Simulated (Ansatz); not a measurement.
Geometry relaxation, with input and output: HfNH4Cl2OF (part 1 of 2)

System: HfNH4Cl2OF.
Method: RKS PBE-D4/def2-SVP (Ansatz 0.2.0).

The input holds or restrains some coordinates. Forces given for the steps count only the free coordinates. It belongs to a series of runs on one base structure; here: pulled along the bonds that form and break, towards end A.

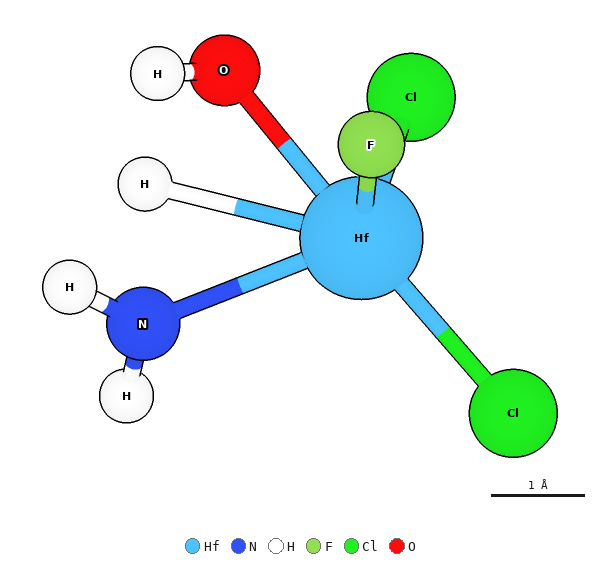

The input geometry (ball-and-stick view, seen on its broad side). Sticks mark near contacts. Bond lengths as drawn: Cl–Hf 2.52 Å, F–Hf 1.98 Å, Hf–N 2.56 Å, Hf–O 2.37 Å, H–Hf 2.45 Å, H–N 1.06 Å and H–O 1.01 Å.

### The input
```yaml
crystal:
  periodic: [false, false, false]
  atoms:
    - { symbol: Hf, position_ang: [0.0, 0.0, 0.0] }
    - { symbol: "N", position_ang: [0.0, 0.0, 2.56] }
    - { symbol: H, position_ang: [-0.877, -0.2713, 3.09] }
    - { symbol: H, position_ang: [0.877, 0.2713, 3.09] }
    - { symbol: F, position_ang: [1.8671, 0.0, -0.6593] }
    - { symbol: Cl, position_ang: [-1.1869, 2.0563, -0.8392] }
    - { symbol: Cl, position_ang: [-1.1869, -2.0563, -0.8392] }
    - { symbol: O, position_ang: [0.8885, 2.0662, 0.7473] }
    - { symbol: H, position_ang: [1.6795, 1.8943, 1.3513] }
    - { symbol: H, position_ang: [0.5575, 1.2964, 1.9994] }
basis:
  gaussian: { orbitals: def2-SVP }
hamiltonian:
  xc: pbe
  dispersion: d4
relax:
  f_tol: 0.15
  max_steps: 25
  restrain:
    - { distance: [0, 7], at: 3.27, k: 30.0 }
    - { distance: [9, 1], at: 2.26, k: 30.0 }
    - { distance: [0, 1], at: 2.21, k: 30.0 }
    - { distance: [9, 7], at: 1.01, k: 30.0 }
output:
  orbitals: {}
```

Run on 4 threads of Arm Neoverse V2, 24 GiB of memory available, shared host.

Launched with:
```bash
ansatz run input.yaml --threads 4 --pin off --max-ram 5120MiB --backend cpu --events-out ev --progress --plain --runs-dir out
```

### The program's output
```
The last accepted step is kept in [file] (removed where the run ends without a failure and the disk answers)
Engine: ansatz 0.2.0, aarch64-unknown-linux-gnu
Functional definition: PBE
  parameter kappa = 0.804
  parameter beta = 0.06672455060314922
  exchange = pbe_x(kappa = kappa, mu = beta*pi^2/3)
  correlation = pbe_c(beta = beta)
1399 factors; their error is unknown
mean field evaluation 1: about -32632.4688 eV, gradient 8.5e1 eV
mean field evaluation 2: about -32324.7660 eV, gradient 3.3e2 eV
mean field evaluation 4: about -32641.9960 eV, gradient 4.8e1 eV
mean field evaluation 8: about -32647.0432 eV, gradient 7.9e-1 eV
mean field evaluation 16: about -32646.9404 eV, gradient 4.6e-4 eV
mean field -32646.94036271 eV, -1199.7529294385 hartree, gradient 1.9e-5 eV, S^2 0.000000; 0 other end points of the search recorded, 0 dependent functions left out
the calculation of the forces begins
reference -32646.94044152 eV, -1199.7529323347 hartree; 37, 37 occupied and 93, 93 virtual orbitals, 1399 factors
relax step   1: F+E_penalty+E_count = -32647.17807405 eV  Δ(F+E_penalty+E_count) = +0.000e0 eV  max|allowed force component| = 3.573e0 eV/Å  E_restraint = 25.93415416 eV  max|allowed force component, restraints' pulls added| = 2.669e1 eV/Å  Δτ_max = 0.0000 Å  (34 SCF iters, accepted)
  distance Hf 0 - O 7 = 2.3700 Å
  distance H 9 - N 1 = 1.5185 Å
  distance Hf 0 - N 1 = 2.5600 Å
  distance H 9 - O 7 = 1.5066 Å
these checks for a lower state are left out or cut short: starts, cluster_reference, orbital_swaps, neighbouring_geometries, increment
1399 factors; their error is unknown
mean field -32647.15905955 eV, -1199.7609663992 hartree, gradient 1.7e-5 eV, S^2 0.000000; 0 other end points of the search recorded, 0 dependent functions left out
[... from here on the field's lines of each further geometry are left out, up to the last ...]
relax step   2: F+E_penalty+E_count = -32647.39253008 eV  Δ(F+E_penalty+E_count) = -2.145e-1 eV  max|allowed force component| = 3.532e0 eV/Å  E_restraint = 11.63188742 eV  max|allowed force component, restraints' pulls added| = 1.907e1 eV/Å  Δτ_max = 0.1952 Å  (44 SCF iters, accepted)
relax step   3: F+E_penalty+E_count = -32647.99039241 eV  Δ(F+E_penalty+E_count) = -5.979e-1 eV  max|allowed force component| = 4.322e0 eV/Å  E_restraint = 3.81019011 eV  max|allowed force component, restraints' pulls added| = 9.220e0 eV/Å  Δτ_max = 0.1900 Å  (38 SCF iters, accepted)
relax step   4: F+E_penalty+E_count = -32648.91710999 eV  Δ(F+E_penalty+E_count) = -9.267e-1 eV  max|allowed force component| = 3.697e0 eV/Å  E_restraint = 0.68907971 eV  max|allowed force component, restraints' pulls added| = 3.719e0 eV/Å  Δτ_max = 0.1947 Å  (37 SCF iters, accepted)
relax step   5: F+E_penalty+E_count = -32649.88854443 eV  Δ(F+E_penalty+E_count) = -9.714e-1 eV  max|allowed force component| = 1.945e0 eV/Å  E_restraint = 0.04999257 eV  max|allowed force component, restraints' pulls added| = 1.513e0 eV/Å  Δτ_max = 0.1948 Å  (36 SCF iters, accepted)
relax step   6: F+E_penalty+E_count = -32650.09798437 eV  Δ(F+E_penalty+E_count) = -2.094e-1 eV  max|allowed force component| = 1.902e0 eV/Å  E_restraint = 0.04780466 eV  max|allowed force component, restraints' pulls added| = 2.502e0 eV/Å  Δτ_max = 0.1948 Å  (35 SCF iters, accepted)
relax step   7: F+E_penalty+E_count = -32650.34861693 eV  Δ(F+E_penalty+E_count) = -2.506e-1 eV  max|allowed force component| = 1.708e0 eV/Å  E_restraint = 0.05213434 eV  max|allowed force component, restraints' pulls added| = 7.037e-1 eV/Å  Δτ_max = 0.1997 Å  (38 SCF iters, accepted)
relax step   8: F+E_penalty+E_count = -32650.37285630 eV  Δ(F+E_penalty+E_count) = -2.424e-2 eV  max|allowed force component| = 1.840e0 eV/Å  E_restraint = 0.04234619 eV  max|allowed force component, restraints' pulls added| = 2.357e-1 eV/Å  Δτ_max = 0.2000 Å  (36 SCF iters, accepted)
relax step   9: F+E_penalty+E_count = -32650.41949285 eV  Δ(F+E_penalty+E_count) = -4.664e-2 eV  max|allowed force component| = 1.931e0 eV/Å  E_restraint = 0.05513622 eV  max|allowed force component, restraints' pulls added| = 2.075e-1 eV/Å  Δτ_max = 0.1999 Å  (35 SCF iters, accepted)
relax step  10: F+E_penalty+E_count = -32650.41913355 eV  Δ(F+E_penalty+E_count) = +3.593e-4 eV  max|allowed force component| = 1.765e0 eV/Å  E_restraint = 0.05246307 eV  max|allowed force component, restraints' pulls added| = 1.623e-1 eV/Å  Δτ_max = 0.2000 Å  (37 SCF iters, accepted)
relax step  11: F+E_penalty+E_count = -32650.40455837 eV  Δ(F+E_penalty+E_count) = +1.458e-2 eV  max|allowed force component| = 1.945e0 eV/Å  E_restraint = 0.05130763 eV  max|allowed force component, restraints' pulls added| = 5.087e-1 eV/Å  Δτ_max = 0.1432 Å  (32 SCF iters, rejected (line search))
the calculation of the forces begins
reference -32650.20331525 eV, -1199.8728407327 hartree; 37, 37 occupied and 93, 93 virtual orbitals, 1399 factors
relax step  12: F+E_penalty+E_count = -32650.42983649 eV  Δ(F+E_penalty+E_count) = -1.070e-2 eV  max|allowed force component| = 1.863e0 eV/Å  E_restraint = 0.05469590 eV  max|allowed force component, restraints' pulls added| = 5.529e-2 eV/Å  Δτ_max = 0.0617 Å  (31 SCF iters, accepted)
  distance Hf 0 - O 7 = 3.2563 Å
  distance H 9 - N 1 = 2.2570 Å
  distance Hf 0 - N 1 = 2.1532 Å
  distance H 9 - O 7 = 0.9950 Å
1399 factors; their error is unknown
mean field evaluation 128: about -32650.2032 eV, gradient 2.3e-2 eV
```

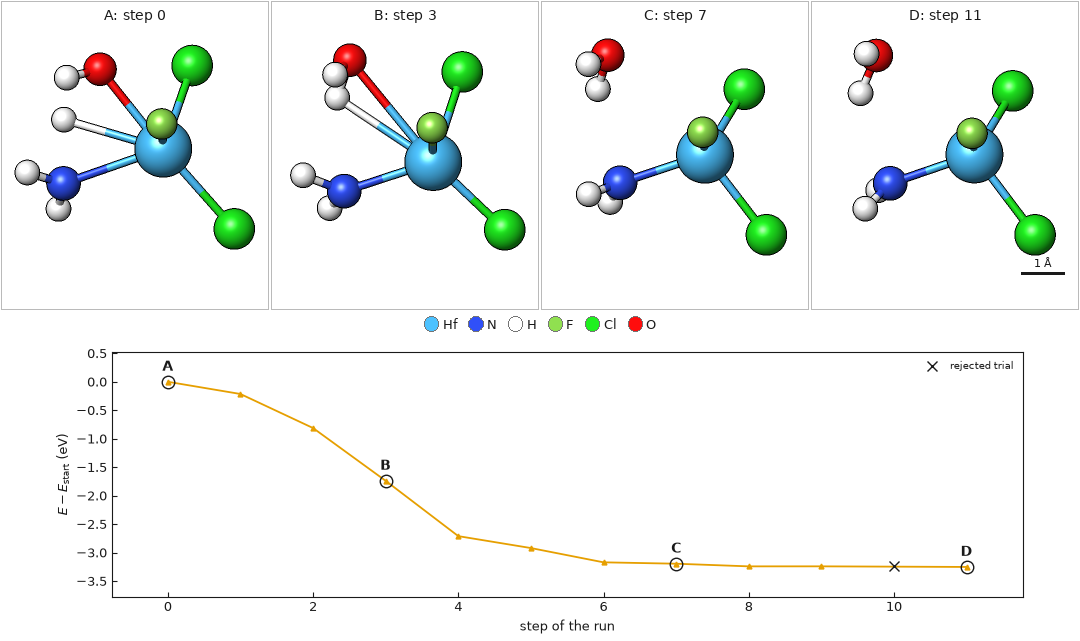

Frames of the restrained relaxation (ball-and-stick view, seen at a tilt) above the curves, on which the letters mark them (the first geometry is step 0 here and step 1 in the log).

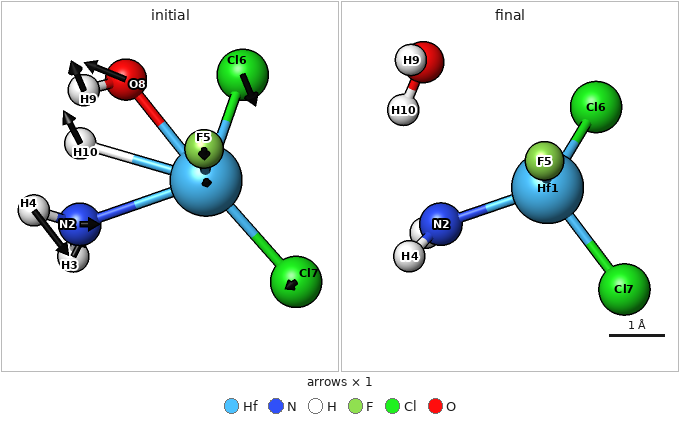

Before (left) and after (right) the restrained relaxation, at one scale (ball-and-stick view, seen at a tilt). The black arrows give the displacements, at true length. The energy falls by 3.252 eV in 11 geometry steps. The largest force component goes from 3.6 to 1.9 eV/Å. The line search rejected the trial step at point 10 (counted from 0) and went back. The atom that moves furthest after the best rigid fit is H4 (1.07 Å). By element the largest moves are H 1.07 Å, O 0.85 Å, Cl 0.69 Å, N 0.39 Å, F 0.27 Å, Hf 0.18 Å. Among the contacts that change: Hf1–O8 2.370 → 3.256 Å, Hf1–H10 2.447 → 3.023 Å, O8–H10 1.507 → 0.995 Å, Hf1–N2 2.560 → 2.153 Å. New bonds form: O8–H10 (1.51 → 1.00 Å). Bonds break: Hf1–O8 (2.37 → 3.26 Å). Among the angles that change: H3–N2–H4 120.0° → 108.4°, F5–Hf1–Cl6 109.5° → 120.3°, F5–Hf1–Cl7 109.5° → 104.4°. (Atoms are counted from 1 in the order of the input.)

```
mean field -32650.20323421 eV, -1199.8728377545 hartree, gradient 1.3e-5 eV, S^2 0.000000; 1 other end points of the search recorded, 0 dependent functions left out
the calculation of the forces begins
reference -32650.20331525 eV, -1199.8728407327 hartree; 37, 37 occupied and 93, 93 virtual orbitals, 1399 factors
Total energy: -32650.42991753 eV, -1199.8811682129 hartree
Atom 0 at    -0.129412    -0.108615     0.049370 Å, force     0.216238     0.347445     1.862997 eV/Å
Atom 1 at    -0.124331    -0.092624     2.202516 Å, force     0.037295     0.062636    -1.715390 eV/Å
Atom 2 at    -0.962395     0.099242     2.764761 Å, force    -0.013739    -0.003378     0.000817 eV/Å
Atom 3 at     0.518016    -0.665524     2.763484 Å, force    -0.002817    -0.005463     0.003452 eV/Å
Atom 4 at     1.693266    -0.150502    -0.540464 Å, force    -0.055294     0.007237     0.011957 eV/Å
Atom 5 at    -1.623963     1.490753    -0.822631 Å, force     0.009743     0.004250     0.002735 eV/Å
Atom 6 at    -1.007951    -2.185167    -0.622186 Å, force     0.007905    -0.003164     0.003650 eV/Å
Atom 7 at     1.199228     2.562161     1.355209 Å, force    -0.290604    -0.615507     0.143997 eV/Å
Atom 8 at     2.159429     2.393067     1.303179 Å, force    -0.011598     0.000733    -0.008344 eV/Å
Atom 9 at     0.896912     1.914108     2.047063 Å, force     0.102870     0.205210    -0.305872 eV/Å
Dipole moment:     0.261914    -0.131569     0.684043 e Å
```

### Trajectory as extended XYZ (Å, eV, eV/Å), 12 frames, from step=1 to step=12
```
10
Properties=species:S:1:pos:R:3:forces:R:3 step=1 energy=-32647.17807
Hf    0.0000    0.0000    0.0000    1.1949   2.5783   0.6766
N     0.0000    0.0000    2.5600    1.5177   1.2612  -2.6744
H    -0.8770   -0.2713    3.0900    1.2643   0.9758  -0.1934
H     0.8770    0.2713    3.0900   -1.2051  -1.5248   0.3384
F     1.8671    0.0000   -0.6593   -1.8733  -0.7561   0.3671
Cl   -1.1869    2.0563   -0.8392   -0.1077  -2.0596  -0.1043
Cl   -1.1869   -2.0563   -0.8392    0.7936   1.3995   0.6506
O     0.8885    2.0662    0.7473    0.5461  -2.6808   3.5730
H     1.6795    1.8943    1.3513    0.3605   0.7236  -1.3971
H     0.5575    1.2964    1.9994   -2.4910   0.0829  -1.2364
```
